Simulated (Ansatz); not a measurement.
# Au-W stack of (100) layers: lattice stability ahead of a resistivity run, part 2 of 2

The plan: relax Au-W stack of (100) layers, check its phonons, and, if the lattice is stable, compute its Eliashberg function and ρ(T).

Ansatz 0.2.0; DFT PBE, scalar-relativistic, plane waves, PAW.

So far: Set-up; Relaxation.

## Step 3: Tight relaxation

Residual forces and stress shift phonon frequencies, so the cell is relaxed again, with tight thresholds and the mesh and smearing of this input.

The input, input.yaml:

```yaml
crystal:
  lattice:
    - [2.6696632934, 0.0, 0.0]
    - [0.0, 2.6696632934, 0.0]
    - [0.0, 0.0, 27.7813519091]
  atoms:
    - { symbol: Au, position: [0.0, 0.0, 0.194154892] }
    - { symbol: W, position: [0.5, 0.5, 0.2734494219] }
  periodic: [true, true, false]
kpoints:
  mp_grid: { grid: [12, 12, 1] }
hamiltonian:
  xc: pbe
scf:
  occupations: { method: methfessel_paxton, width: 0.2 }
output:
  forces: true
  stress: true
  eigenvalues: true
  write_density: true
  write_potential: true
  elf: true
  volumetric_format: npy
relax:
  adjacent_minimum: "off"
  f_tol: 0.001
  max_steps: 60
  cell: { stress_2d_tol: 0.002 }
```

Command:

```sh
ansatz run input.yaml --threads 4 --pin off --max-ram 16384MiB --backend cpu --events-out ev --progress --plain --runs-dir out
```

Numbers of over 12 decimals in the logs are rounded to 6 here.

Output:

```text
[the first part of the log is left out]
  E_hartree    = 39363.747764
  E_xc         = -492.431796
  E_vxc        = -510.694783  (∫ρ·V_xc dr)
  E_paw        = -18269.035336  (= ΣΔE_a)
  E_vpaw       = -486.239263  (= ΣTr[D̂ρ^β])
  E_aug_tail   = 0.001357  (compensation charges beyond the density's cutoff)
  E_ewald      = 34755.747246
  E_smearing   = 0.002967  (= −TS)
  E_closure    = -0.000000  (closes the sum)
  Σ components = -23531.351538   (vs F -23531.351538, Δ=0.00e0)
[...]
--- 2D stress c σ (N/m, compression-positive) ---
        0.000512      -0.000000      -0.000000
       -0.000000       0.000512       0.000000
       -0.000000       0.000000       0.000000
  P = ½ c Tr σ = 0.0005 N/m
--- Band table (eV; the first three rows and the last of 28) ---
[...]
--- Relaxed structure (4 steps of the walk, 3 accepted, 1 SCFs on fresh bases) ---
[...]
cell:  # Å, volume = 197.4843 Å³
    - [2.666181, 0.0, 0]
    - [0.0, 2.666181, 0.0]
    - [0, 0.0, 27.7813519091]
  atoms:
    - { symbol: Au, position: [0, 0.0, 0.194028] }
    - { symbol: W, position: [0.500000, 0.500000, 0.273576] }
```

Wall time 23 s (4 threads of Arm Neoverse V1, shared host); peak memory 0.46 GiB; 86 s of CPU time.

The steps of the relaxation:

| step | energy less that of the first step (eV) | largest force component (eV/Å) | volume (Å³) |
| --- | --- | --- | --- |
| 1 | 0.0000 | 0.0086 | 198.00 |
| 2 | -0.0002 | 0.0021 | 197.50 |
| 3 | -0.0002 | 0.0048 | 197.50 |
| 4 | -0.0002 | 0.0000 | 197.48 |
| 5 | -0.0001 | 0.0000 | 197.48 |

The log counts 1 steps on a newly chosen plane-wave basis, not all of them marked here; energy and pressure can jump at such steps. Relaxation step 3 was tried and not accepted.

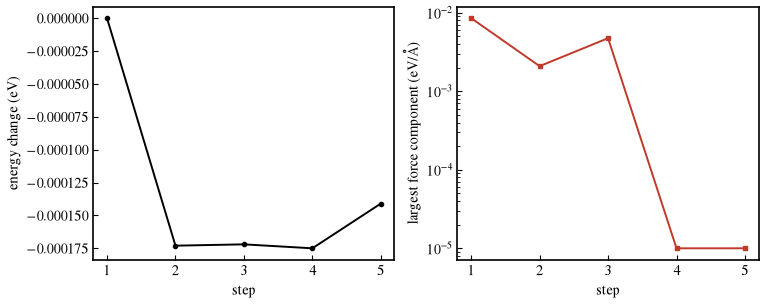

Energy and largest force along the relaxation.

| cell as run | before | after | change |
| --- | --- | --- | --- |
| a (Å) | 2.670 | 2.666 | -0.1 % |
| b (Å) | 2.670 | 2.666 | -0.1 % |

The relaxed structure:

```xyz
2
Lattice="2.6662 0.0000 0.0000 0.0000 2.6662 0.0000 0.0000 0.0000 27.7814" Properties=species:S:1:pos:R:3
Au    0.0000    0.0000    5.3904
W     1.3331    1.3331    7.6003
```

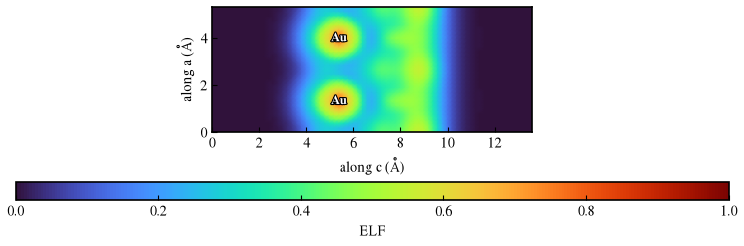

ELF in the ca plane at fractional y = 0.000, with atoms of Au within 0.2 Å of it. It is the smooth field of the valence electrons, not physical close to the nuclei. The map starts off the cell's origin, so that atoms lie inside it. The far vacuum is left out of the map.

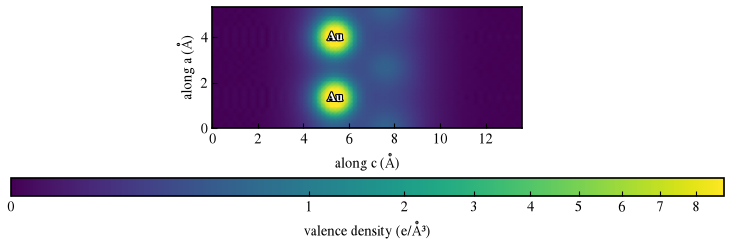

Valence density in the ca plane at fractional y = 0.000, with atoms of Au within 0.2 Å of it. It is the smooth field of the valence electrons, not physical close to the nuclei. The map starts off the cell's origin, so that atoms lie inside it. The colour scale is stretched toward low values. The far vacuum is left out of the map.

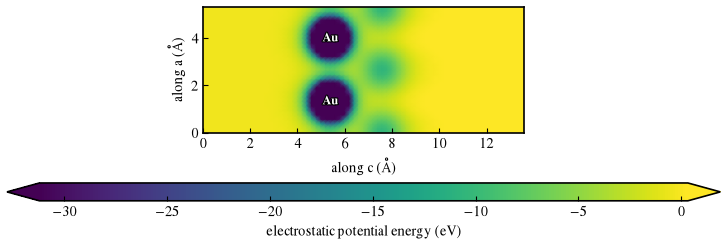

Electrostatic potential energy in the ca plane at fractional y = 0.000, with atoms of Au within 0.2 Å of it. With pseudopotentials it is smooth inside the atoms' cores, unlike the true potential. The map starts off the cell's origin, so that atoms lie inside it. The far vacuum is left out of the map.

## Step 4: Phonons: q 2×2×1, k 6×6×1

Before any scattering is computed, the phonons show whether the structure is a minimum.

The input, input.yaml:

```yaml
crystal:
  lattice:
    - [2.666180685, 0.0, 0.0]
    - [0.0, 2.666180685, 0.0]
    - [0.0, 0.0, 27.7813519091]
  atoms:
    - { symbol: Au, position: [0.0, 0.0, 0.1940281826] }
    - { symbol: W, position: [0.5, 0.5, 0.2735761313] }
  periodic: [true, true, false]
kpoints:
  mp_grid: { grid: [6, 6, 1] }
hamiltonian:
  xc: pbe
scf:
  occupations: { method: methfessel_paxton, width: 0.2 }
output:
  eigenvalues: true
phonons:
  method: dfpt
  qmesh: [2, 2, 1]
  temperatures: { t_max: 1000, t_step: 50 }
  qpath:
    path: [[0.0, 0.0, 0.0], [0.0, 0.5, 0.0], [0.5, 0.5, 0.0], [0.0, 0.0, 0.0]]
    npoints: 10
```

Output:

```text
[...]
Crystal: 2 atoms, lattice volume = 197.484 Å³
Basis set: ecut = 420 eV, 3873 PW (Γ), exchange–correlation on 36×36×384 points (8 copies of the dense FFT grid, shifted against one another)
Bands: 21, of which v1, the nominal top of the filled ones, is band 17 counted from 1 (16 counted from 0)
Symmetry: 8 space group operations
k-points: 10 of 36
[...]
SCF iter   1: F=—  HF=-23531.465275 eV  |F-HF|=—  |Δ(HF+E_count)|=         —  Δρ=4.34e-3  dr2=8.30e-2  ethr=1.77e-3  ⟨swp⟩=13.2  Hψ=1727  notcnv=0
[...]
SCF iter  12: F=-23531.455167 eV  HF=-23531.455167 eV  |F-HF|=2.18e-11  |Δ(HF+E_count)|=  5.89e-10  S|Δr|=    0.00e0  Δρ=3.13e-8  dr2=1.88e-12  ethr=1.00e-12  ⟨swp⟩=15.9  Hψ=1806  notcnv=0
SCF 1 converged in 12 iterations: F = -23531.455167 eV  dr2 = 1.88e-12
[...]
phonons: the bands overlap, so this run is a metal and interpolates without the dipole-dipole term. If the crystal is really an insulator or semiconductor, its LO-TO splitting is missing
NSCF: frozen V_eff on 10 k-points
WARN: eigensolver did not converge (k=0): 1 band(s) unlocked after 2 eigensolves, warm-restarted (20 sweeps on the last) at ethr=1.60e-12 eV (storage-precision floor; scheduled 1.00e-12 eV) (lowest unlocked band 20, counted from 0; max residual 7.31e-4 eV among the unlocked bands, 7.31e-4 eV over every band; other slots of this pass that fall short are told together in one closing line; warning suppressed until the next SCF loop or pass starts)
WARN: eigensolver did not converge in 3 slots of this pass, the one above among them; of largest residual over every band (k=7): 1 band(s) unlocked (lowest unlocked band 20, counted from 0; max residual 8.26e-4 eV among the unlocked bands, 8.26e-4 eV over every band); of lowest unlocked band (k=0): band 20
[...]
DFPT response loops at q = (0, 0, 0) (fractional): preconditioner auto → none (partly filled bands, converged f_vac=0.762); β = 0.50; Broyden in place of MSR1
[...]
SCF converged after 12 iterations
Stability not checked: this state was not tested for a lower state beside it, because cold or Methfessel-Paxton smearing, or corrected tetrahedra, fill the levels in a way that the test cannot read (fill_not_monotonic; see scf.lower_state_search)
Free energy (F): -23531.455167 eV
[...]
Internal energy: -23531.455478 eV  (E = F + TS)
E sigma→0 (E₀):  -23531.455245 eV
Entropy (-TS):   0.000312 eV (0.156 meV/atom)
Fermi energy:    -5.016884 eV
[...]
--- Band table (eV; the first three rows and the last of 10) ---
  k-point 0: bands = [... 13 lower, -8.1667, -8.1667, -7.0530, -6.0787, -4.5471, -2.2767, -2.2767, -0.4982]
  k-point 1: bands = [... 13 lower, -8.0987, -7.5414, -7.5300, -5.6175, -4.9207, -2.1357, -1.6840, -1.2991]
  k-point 2: bands = [... 13 lower, -8.0766, -7.9440, -6.3721, -4.7945, -3.8738, -2.9070, -1.8825, -0.1721]
  k-point 9: bands = [... 13 lower, -5.8903, -5.8903, -5.7015, -3.2520, -0.0861, -0.0861, 2.2500, 2.6228]
--- Phonons (Γ-DFPT): 4 representative perturbations + reference (Σ response iterations 18) ---
  ASR residual: 4.392e-5 → 0.000e0 eV/Å²; symmetrization residual: 1.433e-4 eV/Å²
  ASR residual per site (eV/Å²): 3.63e-5 4.39e-5
  Γ frequencies (cm⁻¹): 0.00 0.00 0.00 72.47 72.47 107.71
--- Phonons (arbitrary-q DFPT): 3 irreducible q on the 2×2×1 mesh ---
  q = [0.0000, 0.0000, 0.0000] (star 1, of the zone-centre solve; hermiticity 7.07e-5, symmetrization 7.29e-12): -0.00 0.00 0.00 72.47 72.47 107.71
  q = [0.0000, -0.5000, 0.0000] (star 2, 6 solved perturbations on 16 of 36 k-point pairs; hermiticity 5.11e-6, symmetrization 1.11e-9): -47.04 34.20 50.77 91.87 125.62 193.25
  q = [-0.5000, -0.5000, 0.0000] (star 1, 4 solved perturbations in 52 linear systems a pass and spin channel, the states on 16 of 36 k-point pairs; hermiticity 4.79e-6, symmetrization 1.62e-9): 57.94 72.05 72.05 134.42 187.17 187.17
  sum rule: each row above includes the acoustic sum rule's correction from the zone centre's row sums; it moved no ω² by more than (0.25 cm⁻¹)²
  mesh force constants: q→R imaginary residual 7.95e-18; ASR residual 4.392e-5 → 0.000e0 eV/Å²; symmetrization residual 1.066e-14 eV/Å²
  interpolated dispersion: 31 rows × 6 modes
  density of states and harmonic sums: on the 24×24×1 q-mesh, interpolated from the force constants of a 2×2×1 supercell (no non-analytic term)
  largest difference from the sums on the solved wave vectors: F 1.90e-1 eV, S 2.58e-4 and C_V 6.81e-5 eV/K
  zero-point energy: 0.032673 eV/cell   skipped modes (ω ≤ 0): 46, of them read as no rigid motion or as one in doubt: 43 (4.549e-1 modes/cell left out, lowest -47.04 cm⁻¹)   left out of the sums: 7.67e-2 of the cell's modes: C_V's classical limit lies that fraction below 3 k_B per atom; for a crystal, a wire or a layer, F and S can be off by more, and a phonons.interpolated_qmesh denser along its periods is the remedy for the sampling
```

Run time: 31 s. Hardware: 4 threads; peak memory 0.66 GiB.

The column dr2 measures how far the density is from self-consistency, as an energy; F and HF (Harris–Foulkes) agree once it is small.

This step gave:

```yaml
share_of_imaginary_modes_in_the_plain_interpolation_between_solved_wavevectors: 0.0741
highest_frequency_solved_or_plainly_interpolated: 193.3 cm⁻¹
```

Solved on the 2×2×1 mesh alone; all other wavevectors are interpolated. The phonon branches at the labelled points (cm⁻¹):

| point | branch 1 | branch 2 | branch 3 | branch 4 | branch 5 | branch 6 |
| --- | --- | --- | --- | --- | --- | --- |
| Γ | 0 | 0 | 0 | 72 | 72 | 108 |
| X | -47 | 34 | 51 | 92 | 126 | 193 |
| M | 58 | 72 | 72 | 134 | 187 | 187 |
| Γ | 0 | 0 | 0 | 72 | 72 | 108 |

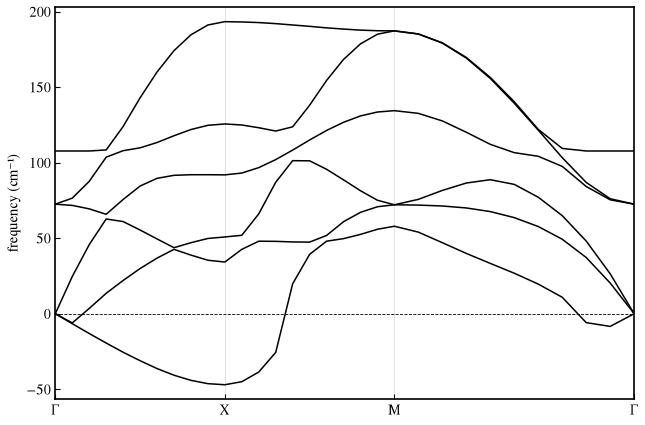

Phonon branches along the path.

Lowest modes at the softest wavevector of the mesh. Modes at q = (0.500, 0.000, 0.000), with each element's share of the kinetic energy (negative means imaginary):

| mode | frequency (cm⁻¹) | Au % | W % |
| --- | --- | --- | --- |
| 1 | -47.0 | 0 | 100 |
| 2 | 34.2 | 100 | 0 |
| 3 | 50.8 | 82 | 18 |
| 4 | 91.9 | 1 | 99 |
| 5 | 125.6 | 18 | 82 |
| 6 | 193.3 | 99 | 1 |

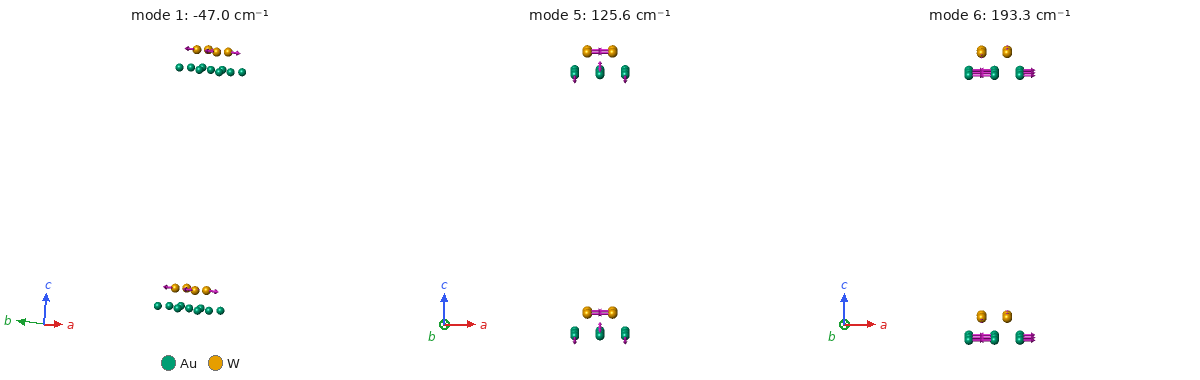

Displacement patterns of modes 1, 5 and 6 at q = (0.500, 0.000, 0.000); arrows are exaggerated. 2×2×2 cells are drawn. Some periodic images of atoms are drawn too.

Among the solved wavevectors the lowest mode, translations apart, is -47 cm⁻¹, imaginary.

## Step 5: Phonons: q 3×3×1, k 9×9×1

An imaginary mode on so few k-points may come from the sampling, so the phonons are repeated with another q and k mesh.

Edit input.yaml of step 4 so:

```diff
@@ -10,3 +10,3 @@
 kpoints:
-  mp_grid: { grid: [6, 6, 1] }
+  mp_grid: { grid: [9, 9, 1] }
 hamiltonian:
@@ -19,3 +19,3 @@
   method: dfpt
-  qmesh: [2, 2, 1]
+  qmesh: [3, 3, 1]
   temperatures: { t_max: 1000, t_step: 50 }
```

Output:

```text
[...]
Crystal: 2 atoms, lattice volume = 197.484 Å³
Basis set: ecut = 420 eV, 3873 PW (Γ), exchange–correlation on 36×36×384 points (8 copies of the dense FFT grid, shifted against one another)
Bands: 21, of which v1, the nominal top of the filled ones, is band 17 counted from 1 (16 counted from 0)
Symmetry: 8 space group operations
k-points: 15 of 81
[...]
SCF iter   1: F=—  HF=-23531.371215 eV  |F-HF|=—  |Δ(HF+E_count)|=         —  Δρ=4.22e-3  dr2=1.28e-1  ethr=1.77e-3  ⟨swp⟩=11.9  Hψ=2589  notcnv=0
[...]
SCF iter  13: F=-23531.352192 eV  HF=-23531.352192 eV  |F-HF|=2.91e-11  |Δ(HF+E_count)|=   1.55e-9  S|Δr|=    0.00e0  Δρ=2.91e-8  dr2=1.86e-12  ethr=1.00e-12  ⟨swp⟩=17.3  Hψ=2642  notcnv=0
SCF 1 converged in 13 iterations: F = -23531.352192 eV  dr2 = 1.86e-12
[...]
SCF converged after 13 iterations
[...]
Free energy (F): -23531.352192 eV
[...]
Internal energy: -23531.347293 eV  (E = F + TS)
E sigma→0 (E₀):  -23531.350967 eV
Entropy (-TS):   -0.004899 eV (-2.449 meV/atom)
Fermi energy:    -4.925529 eV
[...]
--- Band table (eV; the first three rows and the last of 15) ---
  k-point 0: bands = [... 13 lower, -8.1164, -8.1164, -7.0050, -6.0034, -4.4935, -2.1644, -2.1644, -0.4891]
  k-point 1: bands = [... 13 lower, -8.0839, -7.9083, -7.2356, -5.6834, -4.7443, -2.0963 (-2.0963°), -1.9354, -0.6010]
  k-point 2: bands = [... 13 lower, -8.0126, -7.7617, -6.6998, -5.6239, -4.6332, -1.9376, -1.7220, -1.1536]
  k-point 14: bands = [... 13 lower, -6.2717, -5.8850, -5.4501, -3.2983, -0.9732, -0.1444, 1.9709, 2.4882]
  ° read free of the cell's end (the report's vacuum.weakly_bound_levels)
[...]
ASR residual: 1.366e-4 → 0.000e0 eV/Å²; symmetrization residual: 4.329e-5 eV/Å²
  ASR residual per site (eV/Å²): 1.37e-4 7.42e-5
  Γ frequencies (cm⁻¹): 0.00 0.00 0.00 69.54 69.54 114.84
--- Phonons (arbitrary-q DFPT): 3 irreducible q on the 3×3×1 mesh ---
[...]
interpolated dispersion: 31 rows × 6 modes
[...]
```

Elapsed: 77 s, on 4 threads; peak memory 1 GiB.

This step gave:

| Quantity | Value |
| --- | --- |
| share of imaginary modes in the plain interpolation between solved wavevectors | 0.1799 |
| highest frequency, solved or plainly interpolated | 194.6 cm⁻¹ |

Solved on the 3×3×1 mesh alone; all other wavevectors are interpolated. The phonon branches at the labelled points (cm⁻¹):

| point | branch 1 | branch 2 | branch 3 | branch 4 | branch 5 | branch 6 |
| --- | --- | --- | --- | --- | --- | --- |
| Γ | 0 | 0 | 0 | 70 | 70 | 115 |
| X | -105 | 26 | 41 | 73 | 132 | 195 |
| M | -99 | 57 | 131 | 131 | 186 | 186 |
| Γ | 0 | 0 | 0 | 70 | 70 | 115 |

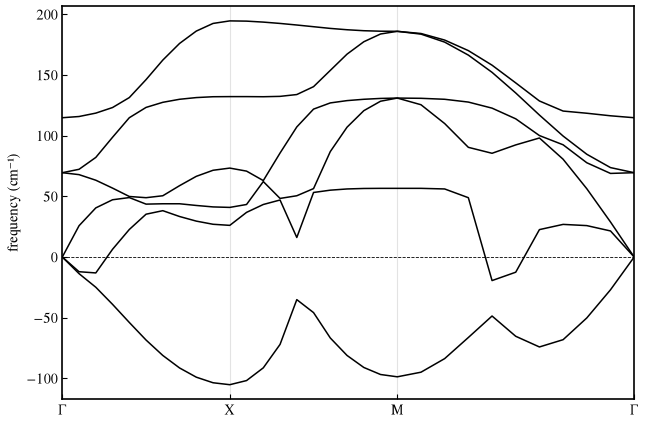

Phonon branches along the path.

Lowest modes at the softest wavevector of the mesh. The modes at q = (0.000, -0.333, 0.000) (shares of kinetic energy by element, %) (negative means imaginary):

| mode | frequency (cm⁻¹) | Au % | W % |
| --- | --- | --- | --- |
| 1 | -88.3 | 1 | 99 |
| 2 | 34.9 | 99 | 1 |
| 3 | 44.3 | 80 | 20 |
| 4 | 55.9 | 1 | 99 |
| 5 | 129.3 | 24 | 76 |
| 6 | 171.8 | 95 | 5 |

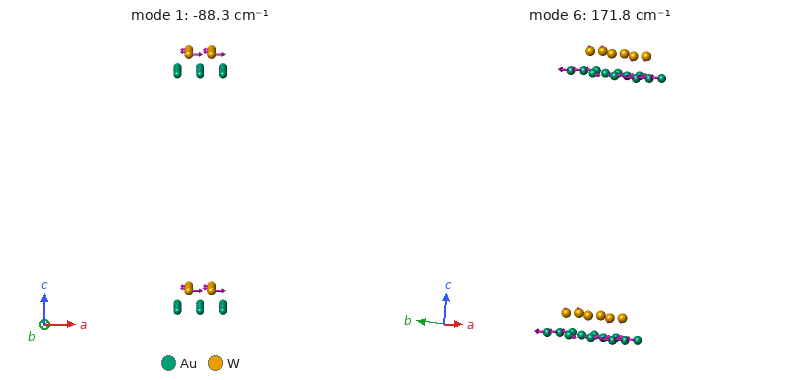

Displacement patterns of modes 1 and 6 at q = (0.000, -0.333, 0.000); arrows are exaggerated. 2×3×2 cells are drawn. Some periodic images of atoms are drawn too.

The modes has structure finer than the step of the table below, so its rows give means over 20 cm⁻¹, whole bins alone (the curve runs from -115 to 210 cm⁻¹). Peaks (cm⁻¹: height): Au 26.1: 0.0158, 44.5: 0.0339, 56.8: 0.0316, 83.3: 0.0239, 120.1: 0.0185, 150.7: 0.0147, 185.5: 0.0332; W -74.0: 0.0329, 26.1: 0.0162, 62.9: 0.0228, 130.3: 0.0613.

Phonopy on the run's constants, 21x21x1 mesh, Gaussian sigma 2.3 cm⁻¹. The modes by wavenumber; means over each step; values in 1/cm⁻¹/cell:

| wavenumber (cm⁻¹) | Au | W |
| --- | --- | --- |
| -100 | 2.2e-5 | 0.00735 |
| -80 | 4.1e-4 | 0.0181 |
| -60 | 6.4e-4 | 0.0138 |
| -40 | 6.0e-4 | 0.00770 |
| -20 | 0.00191 | 0.00321 |
| 0 | 7.6e-4 | 0.00109 |
| 20 | 0.00791 | 0.00951 |
| 40 | 0.0217 | 0.0104 |
| 60 | 0.0235 | 0.0166 |
| 80 | 0.0144 | 0.0115 |
| 100 | 0.00936 | 0.00683 |
| 120 | 0.0135 | 0.0284 |
| 140 | 0.0117 | 0.0141 |
| 160 | 0.0135 | 7.9e-4 |
| 180 | 0.0244 | 5.3e-4 |
| 200 | 0.00575 | 7.6e-5 |

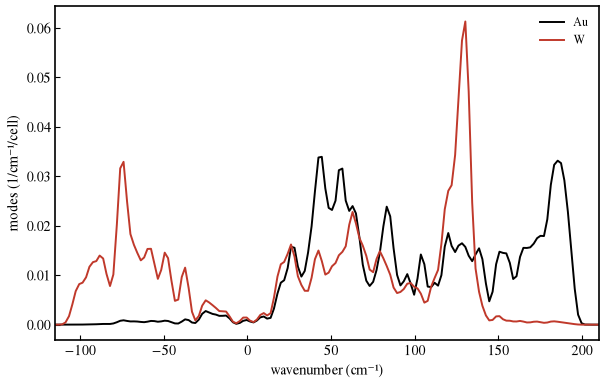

Modes, plotted against wavenumber.

No LO-TO term; unit eigenvectors of the mass-weighted matrix. Modes at Γ, with each element's share of the kinetic energy:

| mode | frequency (cm⁻¹) | symmetry | Au % | W % |
| --- | --- | --- | --- | --- |
| 1 | 0.0 | unnamed | 52 | 48 |
| 2 | 0.0 | unnamed | 52 | 48 |
| 3 | 0.0 | unnamed | 52 | 48 |
| 4 | 69.5 | E | 48 | 52 |
| 5 | 69.5 | E | 48 | 52 |
| 6 | 114.8 | A1 | 48 | 52 |

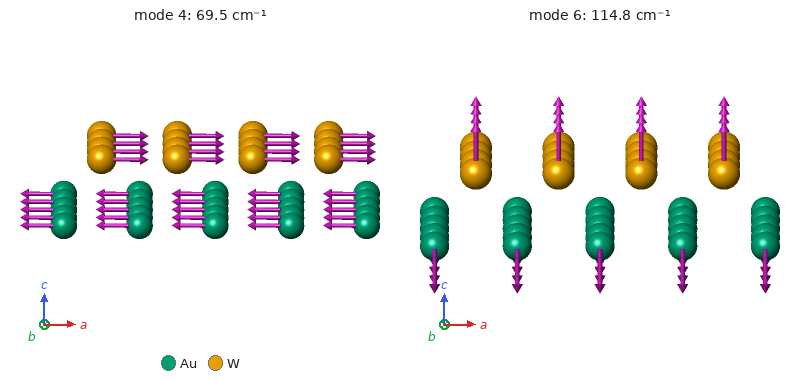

Displacement patterns of modes 4 and 6 at Γ; arrows are exaggerated. 4×4×1 cells are drawn. Some periodic images of atoms are drawn too.

Among the solved wavevectors the lowest mode, translations apart, is -88.3 cm⁻¹, imaginary.

## Step 6: Results

```
phonon run of the rows without a label of their own : PBE, q 3×3×1, k 9×9×1
softest mode on the q mesh                          : -88.3 cm⁻¹ at q = (0, -0.333, 0)
highest frequency, solved or plainly interpolated   : 195 cm⁻¹
```

**Reading.** The lattice is dynamically unstable at this level: a mode at q = (0, -0.333, 0) is imaginary, 88.3i cm⁻¹, so no harmonic coupling constant or resistivity is defined for this structure. These meshes are coarse, and single modes of a metal can move by tens of cm⁻¹ with the k mesh. The coarser mesh found an imaginary mode at another wavevector, which this mesh lacks. Spin–orbit coupling, left out here, matters for Au and W. The structure was built by hand as an ordered model, and its stability against other phases was not tested.

[Logs are printed without paths, hosts, clocks, repeated set-up lines and the standing remarks that a program may print on its own settings, such as how far it seeks lower states.]

[Hosts, paths, dates, database ids (printed as entryN), source tags and the programs' standing remarks are cut or masked in the printed files.]
